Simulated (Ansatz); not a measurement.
## SeSO: complex band structure

Aim: relax a made-up compound, SeSO, and see how good a tunnel barrier it would be. It is built by putting Se for part of the O in the SO2 structure of space group Aea2, with the volume rescaled by atomic radii. The parent structure comes from the Materials Project.

Calculated with Ansatz 0.2.0; r2SCAN DFT, plane waves, PAW files, in the first sound run; inputs show where later runs differ.

The structure was built from a prototype and need not be the compound's stable phase.

### 1. The structure

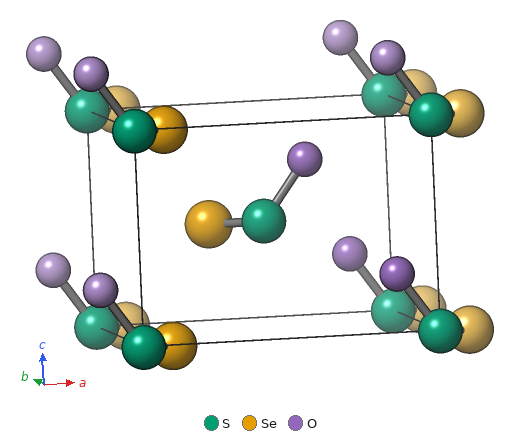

The cell as given, slightly off an axis (sulfur teal, selenium orange, oxygen purple). Some periodic images of atoms are drawn too.

### 2. Cell and atoms at rest

The substituted atoms don't fit the parent's cell, so cell and atoms relax together. A small smearing keeps the run stable in case the gap closes on the way.

input.yaml reads:

```yaml
crystal:
  lattice:
    - [6.6806563243, 0.0, 0.0]
    - [0.0, 3.280617357, 3.4522957712]
    - [0.0, -3.280617357, 3.4522957712]
  atoms:
    - { symbol: S, position: [0.5, 0.49613037, 0.49613037] }
    - { symbol: S, position: [0.0, 0.99613037, 0.99613037] }
    - { symbol: Se, position: [0.35798504, 0.77356722, 0.46630241] }
    - { symbol: O, position: [0.64201496, 0.46630241, 0.77356722] }
    - { symbol: O, position: [0.85798504, 0.96630241, 0.27356722] }
    - { symbol: Se, position: [0.14201496, 0.27356722, 0.96630241] }
kpoints:
  mp_grid: { grid: [4, 6, 6] }
scf:
  occupations: { method: gaussian, width: 0.03 }
hamiltonian:
  xc: r2scan
output:
  forces: true
  stress: true
relax:
  f_tol: 0.02
  max_steps: 60
  cell: {}
```

The run is started by

```bash
$ ansatz run input.yaml --threads 2 --pin off --max-ram 4096MiB --backend cpu --events-out ev --progress --plain --runs-dir out
```

Numbers of over 12 decimals in the logs are rounded to 6 here.

Output:

```text
Engine: ansatz 0.2.0, aarch64-unknown-linux-gnu
Pseudopotentials: kind: paw
Pseudopotential: S, paw, valence charge 6, recommended cutoff 500 eV (meta_gga), S.paw.azcp
Pseudopotential: Se, paw, valence charge 16, recommended cutoff 500 eV (meta_gga), Se.paw.azcp
Pseudopotential: O, paw, valence charge 6, recommended cutoff 500 eV (meta_gga), O.paw.azcp
Functional definition: r2SCAN
  parameter k0 = 0.174
  parameter k1 = 0.065
  parameter a1 = 4.9479
  exchange = r2scan_x(k0 = k0, k1 = k1, a1 = a1)
  correlation = r2scan_c
Crystal: 6 atoms, lattice volume = 151.326 Å³
Basis set: ecut = 500 eV, 3839 PW (Γ), exchange–correlation on 200×144×144 points (64 copies of the dense FFT grid, shifted against one another)
Bands: 34, of which v1, the nominal top of the filled ones, is band 28 counted from 1 (27 counted from 0)
Symmetry: 2 space group operations
Space group: Pc (ITA 7), of the structure as read, at distance tolerance 5.3e-5 Å
k-points: 60 of 144 (time reversal used)
Non-local potential: S, projectors of the file, l = 0: 2, l = 1: 2, l = 2: 2
Non-local potential: Se, projectors of the file, l = 0: 2, l = 1: 2, l = 2: 3, l = 3: 1
Non-local potential: O, projectors of the file, l = 0: 2, l = 1: 2, l = 2: 1
PAW form: soft (Blöchl's): semilocal exchange-correlation on the pseudo side does not see the compensation charge
PAW frozen core: S, regenerated for the run's functional (the file was generated under x = pbe(κ = 0.804, μ = 0.219515), c = pbe(β = 0.066725))
PAW frozen core: Se, regenerated for the run's functional (the file was generated under x = pbe(κ = 0.804, μ = 0.219515), c = pbe(β = 0.066725))
PAW frozen core: O, regenerated for the run's functional (the file was generated under x = pbe(κ = 0.804, μ = 0.219515), c = pbe(β = 0.066725))
PAW one-centre angular grid: S, 302 points (default); XC on 160 Gauss nodes
PAW one-centre angular grid: Se, 590 points (default); XC on 160 Gauss nodes
PAW one-centre angular grid: O, 302 points (default); XC on 160 Gauss nodes
Initial density: superposition of atomic densities (neutral atoms: chi_scale 0, normalization atom), corrected by the library's trained network
Initial wavefunctions: pseudopotential atomic-orbital guess
Functional: x = r2scan, c = r2scan; τ floored in thin density (d = 2e-4 eV/Å³)
SCF iter   1: F=—  HF=-13891.716785 eV  |F-HF|=—  |Δ(HF+E_count)|=         —  Δρ=1.09e-2  dr2=1.78e-1  dr2_τ=3.77e-1  ethr=1.77e-3  ⟨swp⟩=7.8  Hψ=9811  notcnv=0
preconditioner: auto → Resta (q_TF=auto, 2.312 Å⁻¹)  ε∞=3.6  [insulator: Δε(μ)=1.617 eV  Ē_g=10.571 eV  σ=0.030 eV  W_gap=1.00  n_scr=36 (ndim 8)  ℏωp=17.1 eV  f_vac=0.202  D(μ)=0.00/eV (n_scr^D=0)  ε∞_Penn≈3.6]
SCF iter   2: F=—  HF=-13891.731887 eV  |F-HF|=—  |Δ(HF+E_count)|=   1.51e-2  Δρ=7.75e-3  dr2=4.77e-2  dr2_τ=8.32e-3  ethr=3.17e-4  ⟨swp⟩=3.0  Hψ=3857  notcnv=0  defer=109
SCF iter   3: F=—  HF=-13891.725962 eV  |F-HF|=—  |Δ(HF+E_count)|=   5.93e-3  Δρ=3.49e-3  dr2=2.00e-2  dr2_τ=1.57e-3  ethr=8.53e-5  ⟨swp⟩=3.0  Hψ=2936  notcnv=0  defer=49
automatic band count: iteration 3 solves 33 bands in place of 34: the levels show a gap, and the empty bands left out lie too high to hold charge; the band table lists the bands solved (type scf.n_extra_bands for more)
SCF iter   4: F=—  HF=-13891.724006 eV  |F-HF|=—  |Δ(HF+E_count)|=   1.96e-3  Δρ=8.53e-4  dr2=9.89e-4  dr2_τ=7.12e-5  ethr=3.58e-5  ⟨swp⟩=2.8  Hψ=3171  notcnv=0  defer=49
SCF iter   5: F=—  HF=-13891.724183 eV  |F-HF|=—  |Δ(HF+E_count)|=   1.77e-4  Δρ=3.19e-4  dr2=1.45e-4  dr2_τ=4.29e-6  ethr=1.77e-6  ⟨swp⟩=2.7  Hψ=3005  notcnv=0  defer=49
SCF iter   6: F=—  HF=-13891.724315 eV  |F-HF|=—  |Δ(HF+E_count)|=   1.32e-4  Δρ=7.31e-5  dr2=1.16e-5  dr2_τ=3.96e-7  ethr=2.59e-7  ⟨swp⟩=2.0  Hψ=2779  notcnv=0  defer=49
SCF iter   7: F=—  HF=-13891.724325 eV  |F-HF|=—  |Δ(HF+E_count)|=   9.77e-6  Δρ=1.74e-5  dr2=6.24e-7  dr2_τ=4.50e-8  ethr=2.07e-8  ⟨swp⟩=2.0  Hψ=2910  notcnv=0  defer=49
SCF iter   8: F=-13891.724326 eV  HF=-13891.724326 eV  |F-HF|=4.77e-8  |Δ(HF+E_count)|=   5.99e-7  Δρ=5.06e-6  dr2=5.23e-8  dr2_τ=2.27e-9  ethr=1.79e-10  ⟨swp⟩=5.0  Hψ=8012  notcnv=0
SCF 1 converged in 8 iterations: F = -13891.724326 eV  dr2 = 5.23e-8
  greatest PAW one-centre occupation: 1.000 electrons in one spin orbital (limit 2), on the Se atom at site 5 (counted from 0), in its partial waves of l = 2
relax step   1: F+E_penalty+E_count = -13891.72432562 eV  Δ(F+E_penalty+E_count) = +0.000e0 eV  max|allowed force component| = 1.939e1 eV/Å  Δτ_max = 0.0000 Å  P = +27.372 GPa  Ω = 151.326 Å³  (8 SCF iters, dr2 threshold 1.00e-7 eV, accepted)
Crystal: 6 atoms, lattice volume = 156.140 Å³
Basis set: ecut = 500 eV, 3955 PW (Γ), exchange–correlation on 200×144×144 points (64 copies of the dense FFT grid, shifted against one another)
Initial density: handed on by an earlier stage of this run
Initial wavefunctions: those handed on with the density
SCF iter   1: F=—  HF=-13900.305751 eV  |F-HF|=—  |Δ(HF+E_count)|=         —  Δρ=3.49e-2  dr2=3.09e0  dr2_τ=1.29e0  ethr=3.10e-3  ⟨swp⟩=8.3  Hψ=9229  notcnv=0
automatic band count: iteration 1 solves 32 bands in place of 34: the levels show a gap, and the empty bands left out lie too high to hold charge; the band table lists the bands solved (type scf.n_extra_bands for more)
preconditioner: auto → Resta (q_TF=auto, 2.300 Å⁻¹)  ε∞=5.0  [insulator: Δε(μ)=0.870 eV  Ē_g=8.388 eV  σ=0.030 eV  W_gap=1.00  n_scr=36 (ndim 8)  ℏωp=16.8 eV  f_vac=0.188  D(μ)=0.00/eV (n_scr^D=0)  ε∞_Penn≈5.0]
SCF iter   2: F=—  HF=-13900.185356 eV  |F-HF|=—  |Δ(HF+E_count)|=   1.20e-1  Δρ=2.24e-2  dr2=6.14e-1  dr2_τ=8.94e-2  ethr=3.10e-3  ⟨swp⟩=3.0  Hψ=3446  notcnv=0
SCF iter   3: F=—  HF=-13900.124747 eV  |F-HF|=—  |Δ(HF+E_count)|=   6.06e-2  Δρ=1.08e-2  dr2=2.28e-1  dr2_τ=2.12e-2  ethr=1.10e-3  ⟨swp⟩=3.0  Hψ=3163  notcnv=0
SCF iter   4: F=—  HF=-13900.099222 eV  |F-HF|=—  |Δ(HF+E_count)|=   2.55e-2  Δρ=3.43e-3  dr2=1.83e-2  dr2_τ=1.12e-3  ethr=4.07e-4  ⟨swp⟩=3.7  Hψ=3426  notcnv=0
SCF iter   5: F=—  HF=-13900.101103 eV  |F-HF|=—  |Δ(HF+E_count)|=   1.88e-3  Δρ=8.83e-4  dr2=2.46e-3  dr2_τ=8.33e-5  ethr=3.26e-5  ⟨swp⟩=2.8  Hψ=3259  notcnv=0
SCF iter   6: F=—  HF=-13900.102212 eV  |F-HF|=—  |Δ(HF+E_count)|=   1.11e-3  Δρ=3.34e-4  dr2=3.05e-4  dr2_τ=1.28e-5  ethr=4.39e-6  ⟨swp⟩=2.0  Hψ=3522  notcnv=0
SCF iter   7: F=—  HF=-13900.102267 eV  |F-HF|=—  |Δ(HF+E_count)|=   5.56e-5  Δρ=1.35e-4  dr2=3.43e-5  dr2_τ=9.48e-7  ethr=5.44e-7  ⟨swp⟩=2.0  Hψ=3600  notcnv=0
SCF iter   8: F=—  HF=-13900.102297 eV  |F-HF|=—  |Δ(HF+E_count)|=   2.95e-5  Δρ=4.43e-5  dr2=4.47e-6  dr2_τ=2.08e-7  ethr=6.12e-8  ⟨swp⟩=2.0  Hψ=2880  notcnv=0
[...]
relax step  31: F+E_penalty+E_count = -13901.71917872 eV  Δ(F+E_penalty+E_count) = -8.527e-3 eV  max|allowed force component| = 2.085e-2 eV/Å  Δτ_max = 0.0494 Å  P = +0.256 GPa  Ω = 126.142 Å³  energy of the carried Pulay correction = -2.036e-4 eV  (7 SCF iters, dr2 threshold 6.00e-7 eV, accepted)
relax step  32: F+E_penalty+E_count = -13901.72936163 eV  Δ(F+E_penalty+E_count) = -1.018e-2 eV  max|allowed force component| = 1.055e-1 eV/Å  Δτ_max = 0.0259 Å  P = +0.013 GPa  Ω = 129.460 Å³  energy of the carried Pulay correction = -7.652e-4 eV  (7 SCF iters, dr2 threshold 6.00e-7 eV, accepted)
relax step  33: F+E_penalty+E_count = -13901.73120839 eV  Δ(F+E_penalty+E_count) = -1.847e-3 eV  max|allowed force component| = 1.441e-1 eV/Å  Δτ_max = 0.0275 Å  P = -0.122 GPa  Ω = 130.376 Å³  energy of the carried Pulay correction = -9.023e-4 eV  (7 SCF iters, dr2 threshold 6.00e-7 eV, accepted)
relax step  34: F+E_penalty+E_count = -13901.72595762 eV  Δ(F+E_penalty+E_count) = +5.251e-3 eV  max|allowed force component| = 2.262e-1 eV/Å  Δτ_max = 0.0453 Å  P = -0.184 GPa  Ω = 130.118 Å³  energy of the carried Pulay correction = -8.539e-4 eV  (8 SCF iters, dr2 threshold 6.00e-7 eV, rejected (line search))
relax step  35: F+E_penalty+E_count = -13901.73230477 eV  Δ(F+E_penalty+E_count) = -1.096e-3 eV  max|allowed force component| = 5.235e-2 eV/Å  Δτ_max = 0.0068 Å  P = -0.089 GPa  Ω = 130.034 Å³  energy of the carried Pulay correction = -8.426e-4 eV  (11 SCF iters, accepted)
relax step  36: F+E_penalty+E_count = -13901.73237236 eV  Δ(F+E_penalty+E_count) = -6.759e-5 eV  max|allowed force component| = 3.172e-2 eV/Å  Δτ_max = 0.0026 Å  P = -0.053 GPa  Ω = 130.025 Å³  energy of the carried Pulay correction = -8.411e-4 eV  (5 SCF iters, dr2 threshold 1.71e-7 eV, accepted)
relax step  37: F+E_penalty+E_count = -13901.73241109 eV  Δ(F+E_penalty+E_count) = -3.873e-5 eV  max|allowed force component| = 1.101e-2 eV/Å  Δτ_max = 0.0016 Å  P = -0.019 GPa  Ω = 130.029 Å³  energy of the carried Pulay correction = -8.411e-4 eV  (5 SCF iters, dr2 threshold 6.29e-8 eV, accepted)
relax step  38: F+E_penalty+E_count = -13901.73333221 eV  Δ(F+E_penalty+E_count) = -9.211e-4 eV  max|allowed force component| = 1.135e-2 eV/Å  Δτ_max = 0.0000 Å  P = -0.015 GPa  Ω = 130.029 Å³  stress off target by 5.07e-2 GPa  SCF on the basis re-selected at this cell (its energy is not comparable with the rows above)  (7 SCF iters)
relax step  39: F+E_penalty+E_count = -13901.73334259 eV  Δ(F+E_penalty+E_count) = -1.037e-5 eV  max|allowed force component| = 3.986e-3 eV/Å  Δτ_max = 0.0011 Å  P = -0.006 GPa  Ω = 130.070 Å³  energy of the carried Pulay correction = -6.393e-6 eV  (6 SCF iters, dr2 threshold 6.42e-9 eV, accepted)
iter 1 solved again at ethr=3.84e-6 eV; its pass at ethr=3.10e-3 eV (dr2=2.15e-3 eV) is discarded
SCF iter   1: F=—  HF=-13901.733342 eV  |F-HF|=—  |Δ(HF+E_count)|=         —  Δρ=1.34e-5  dr2=1.56e-7  dr2_τ=2.37e-8  ethr=3.84e-6  ⟨swp⟩=2.3  Hψ=13042  notcnv=0
eigensolver tolerance schedule: the retry pair's looser diagonalisation over-reported the residual by 13823.80 of it (diagonalisation noise at an unbounded share of the residual, at the tolerance the schedule requests for it); recorded, not acted on — ethr = c·dr2/N_el stays at c = 1.0e-1
preconditioner: auto → Resta (q_TF=auto, 2.371 Å⁻¹)  ε∞=4.6  [insulator: Δε(μ)=1.794 eV  Ē_g=9.668 eV  σ=0.030 eV  W_gap=1.00  n_scr=22 (ndim 8)  ℏωp=18.4 eV  f_vac=0.108  D(μ)=0.00/eV (n_scr^D=0)  ε∞_Penn≈4.6]
SCF iter   2: F=—  HF=-13901.733350 eV  |F-HF|=—  |Δ(HF+E_count)|=   7.86e-6  Δρ=1.41e-5  dr2=2.33e-7  dr2_τ=5.19e-8  ethr=2.78e-10  ⟨swp⟩=4.0  Hψ=5288  notcnv=0
SCF iter   3: F=—  HF=-13901.733349 eV  |F-HF|=—  |Δ(HF+E_count)|=   3.75e-8  Δρ=6.14e-6  dr2=3.49e-8  dr2_τ=9.01e-9  ethr=2.78e-10  ⟨swp⟩=2.2  Hψ=2693  notcnv=0
SCF iter   4: F=—  HF=-13901.733349 eV  |F-HF|=—  |Δ(HF+E_count)|=   4.63e-9  Δρ=3.77e-6  dr2=1.24e-8  dr2_τ=3.17e-9  ethr=6.24e-11  ⟨swp⟩=1.0  Hψ=2040  notcnv=0
SCF iter   5: F=—  HF=-13901.733349 eV  |F-HF|=—  |Δ(HF+E_count)|=   1.34e-9  Δρ=1.55e-6  dr2=2.27e-9  dr2_τ=4.34e-10  ethr=2.22e-11  ⟨swp⟩=1.9  Hψ=2700  notcnv=0
SCF iter   6: F=—  HF=-13901.733349 eV  |F-HF|=—  |Δ(HF+E_count)|=  3.58e-10  Δρ=4.84e-7  dr2=2.54e-10  dr2_τ=3.95e-11  ethr=4.06e-12  ⟨swp⟩=2.4  Hψ=2840  notcnv=0
SCF iter   7: F=—  HF=-13901.733349 eV  |F-HF|=—  |Δ(HF+E_count)|=  3.46e-11  Δρ=2.56e-7  dr2=7.02e-11  dr2_τ=1.06e-11  ethr=1.00e-12  ⟨swp⟩=1.1  Hψ=2051  notcnv=0
SCF iter   8: F=-13901.733349 eV  HF=-13901.733349 eV  |F-HF|=1.27e-11  |Δ(HF+E_count)|=  1.09e-11  Δρ=1.03e-7  dr2=1.16e-11  dr2_τ=1.71e-12  ethr=1.00e-12  ⟨swp⟩=4.0  Hψ=6526  notcnv=0
SCF 40 converged in 8 iterations: F = -13901.733349 eV  dr2 = 1.16e-11
relax step  40: F+E_penalty+E_count = -13901.73334947 eV  Δ(F+E_penalty+E_count) = -6.879e-6 eV  max|allowed force component| = 3.982e-3 eV/Å  Δτ_max = 0.0000 Å  P = -0.006 GPa  Ω = 130.070 Å³  stress off target by 1.91e-2 GPa  SCF on the basis re-selected at this cell (its energy is not comparable with the rows above)  (8 SCF iters)
basis re-selected at this cell: Δ(F+E_penalty+E_count) = -6.879e-6 eV, ΔP = -0.000 GPa vs the last step (what re-selecting the basis moved, of the pressure what is left beyond the Pulay correction that the steps carried, after the strain that the cell walked since its last selection, with what the two solves' SCF thresholds leave and, on support functions, any second-order correction that the steps lacked; it is no m [...]
SCF converged after 8 iterations
Free energy (F): -13901.733349 eV
Harris-Foulkes:  -13901.733349 eV  (|F-HF|=1.27e-11)
Internal energy: -13901.733349 eV  (E = F + TS)
E sigma→0 (E₀):  -13901.733349 eV
Fermi energy:    4.631932 eV
--- Per-component energies (eV) ---
  E_band       = -1026.124213
  E_kinetic    = 798.760085
  E_local      = -6908.074918  (includes V_loc(G=0)·N_el)
  E_nonlocal   = -1036.192062
  E_hartree    = 3182.054504
  E_xc         = -521.358890
  E_vxc        = -607.599262  (∫ρ·V_xc dr)
  E_paw        = -5389.512743  (= ΣΔE_a)
  E_vpaw       = 327.948188  (= ΣTr[D̂ρ^β])
  E_aug_tail   = 0.001607  (compensation charges beyond the density's cutoff)
  E_vtau       = 34.923221  (kinetic-family band-sum trace: ∫τ·v_τ [+ j·A + Jᵃ·Aᵃ] dr)
  E_ewald      = -4023.597977
  E_core_change = -3.812956  (= ΣΔE_core)
  E_smearing   = -0.000000  (= −TS)
  E_closure    = 0.000000  (closes the sum)
  Σ components = -13901.733349   (vs F -13901.733349, Δ=0.00e0)
--- Forces (eV/Å), atoms counted from 1 ---
  atom   1  S      0.00186454    -0.00209033     0.00183372
  atom   2  S     -0.00186454    -0.00209033     0.00183372
  atom   3  Se    -0.00056003    -0.00188813     0.00177296
  atom   4  O     -0.00152587     0.00398441    -0.00364024
  atom   5  O      0.00152587     0.00398441    -0.00364024
  atom   6  Se     0.00056003    -0.00188813     0.00177296
  max |Σ_I F_I| component: 6.71e-5 eV/Å
--- Stress (GPa, compression-positive) ---
        0.007349       0.000000      -0.000000
        0.000000      -0.018481      -0.002827
       -0.000000      -0.002827      -0.006731
  P = ⅓ Tr σ = -0.0060 GPa (-0.060 kbar)
--- Relaxed structure (37 steps of the walk, 35 accepted, 3 SCFs on fresh bases) ---
  F+E_penalty+E_count = -13901.73334947 eV   max|allowed force component| = 3.982e-3 eV/Å   (the final SCF, on the basis selected at the relaxed cell)
  cell:  # Å, volume = 130.0701 Å³
    - [8.839884, 0, 0]
    - [0, 2.292355, 2.308080]
    - [0, -3.213381, 3.183304]
  atoms:
    - { symbol: S, position: [0.579402, 0.411888, 0.500770] }
    - { symbol: S, position: [-0.079402, 0.911888, 1.000770] }
    - { symbol: Se, position: [0.393782, 0.911799, 0.422998] }
    - { symbol: O, position: [0.625877, 0.412313, 0.812232] }
    - { symbol: O, position: [0.874123, 0.912313, 0.312232] }
    - { symbol: Se, position: [0.106218, 0.411799, 0.922998] }
```

The job ended after 17 min (2 threads of Arm Neoverse V2, shared host; peak memory 0.77 GiB).

The steps of the relaxation (22 of 40):

```tsv
step	energy less that of the first step (eV)	largest force component (eV/Å)	pressure (GPa)	volume (Å³)
1	0.0000	19.3919	27.37	151.33
3	-8.8582	2.5039	-1.46	164.13
5	-9.1287	0.4121	0.50	158.09
7	-9.1828	0.2747	-0.04	152.14
8	-9.2283	0.3204	1.00	146.52
10	-9.2998	0.5013	0.62	136.40
12	-9.3149	0.2305	0.27	136.98
14	-9.3328	0.0949	-0.04	134.87
16	-9.4794	0.6124	-0.31	125.94
18	-9.8321	0.9437	2.95	120.20
20	-9.9408	0.1570	-0.30	124.04
21	-9.9486	0.1088	-0.37	126.08
23	-9.9550	0.0274	-0.06	125.96
25	-9.9570	0.0314	0.02	124.87
27	-9.9573	0.0182	0.05	124.78
29	-9.9573	0.0028	0.00	124.91
31	-9.9949	0.0209	0.26	126.14
33	-10.0069	0.1441	-0.12	130.38
34	-10.0016	0.2262	-0.18	130.12
36	-10.0080	0.0317	-0.05	130.03
38*	-10.0090	0.0114	-0.02	130.03
40*	-10.0090	0.0040	-0.01	130.07
```

Relaxation steps marked * repeat the geometry before them on a plane-wave basis chosen anew for their cell, so energy and pressure can jump there. Other such steps can lie between the rows shown. Relaxation steps 13, 34 were tried and not accepted.

The run keeps the 2 symmetry operations that it works with, so distortions that break them were not tested.

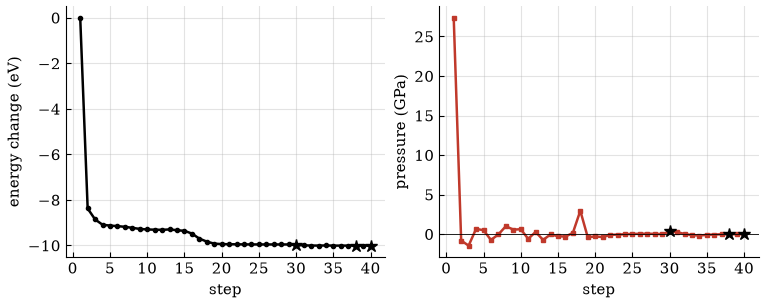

Energy and pressure along the relaxation. Stars mark steps on a basis chosen anew.

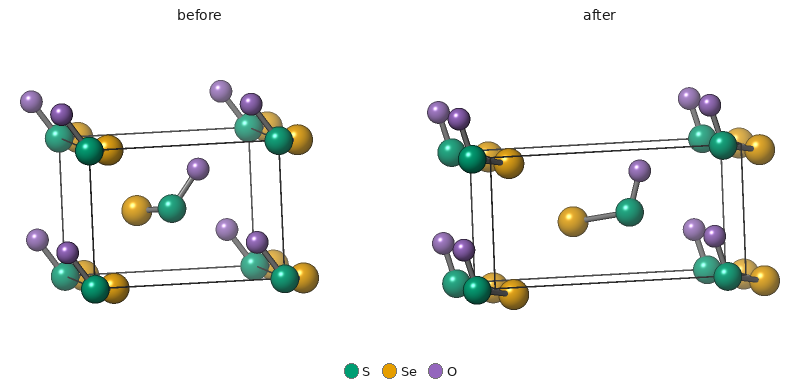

The structure before and after the relaxation, drawn at the same scale.

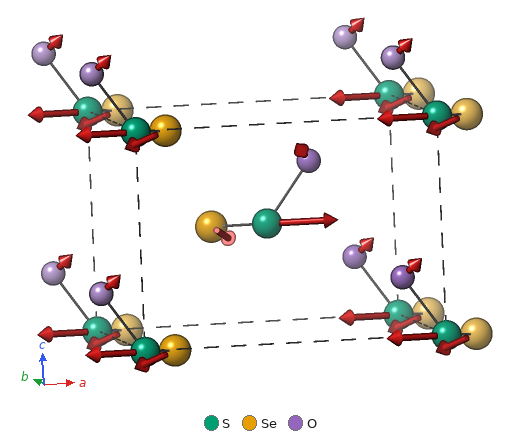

Displacements in the relaxation, exaggerated, measured against the changing cell; the longest in the cell stands for 0.75 Å. Some periodic images of atoms are drawn too.

```tsv
cell as run	before	after	change
a (Å)	6.681	8.840	+32.3 %
b (Å)	4.762	3.253	-31.7 %
c (Å)	4.762	4.523	-5.0 %
α (°)	87.08	90.07	+3.4 %
volume (Å³/atom)	25.22	21.68	-14.0 %
```

The atoms that moved most (Å, as changes of fractional coordinates times the final cell):

```tsv
atom	dx	dy	dz	length
S2	-0.702	-0.208	-0.180	0.754
S1	0.702	-0.208	-0.180	0.754
Se3	0.316	0.456	0.181	0.584
Se6	-0.316	0.456	0.181	0.584
O5	0.143	-0.248	-0.002	0.286
O4	-0.143	-0.248	-0.002	0.286
```

Final coordinates:

```cif
data_structure
_symmetry_space_group_name_H-M 'P 1'
_symmetry_Int_Tables_number 1
_cell_length_a 8.8399
_cell_length_b 3.2530
_cell_length_c 4.5232
_cell_angle_alpha 90.074
_cell_angle_beta 90.000
_cell_angle_gamma 90.000
_cell_volume 130.07
loop_
_atom_site_label
_atom_site_type_symbol
_atom_site_fract_x
_atom_site_fract_y
_atom_site_fract_z
_atom_site_occupancy
S1 S 0.57940 0.41189 0.50077 1
S2 S 0.92060 0.91189 0.00077 1
Se3 Se 0.39378 0.91180 0.42300 1
O4 O 0.62588 0.41231 0.81223 1
O5 O 0.87412 0.91231 0.31223 1
Se6 Se 0.10622 0.41180 0.92300 1
```

Numbers from this step:

* free energy: -13901.7333 eV
* Fermi energy: 4.632 eV
* pressure: -0.005954 GPa

The largest force component on a free atom ends at 0.0040 eV/Å.

[end of part 1 of 3]

[Logs are printed without paths, hosts, clocks, repeated set-up lines and the standing remarks that a program may print on its own settings, such as how far it seeks lower states.]

[Hosts, paths, dates, database ids (printed as entryN), source tags and the programs' standing remarks are cut or masked in the printed files.]
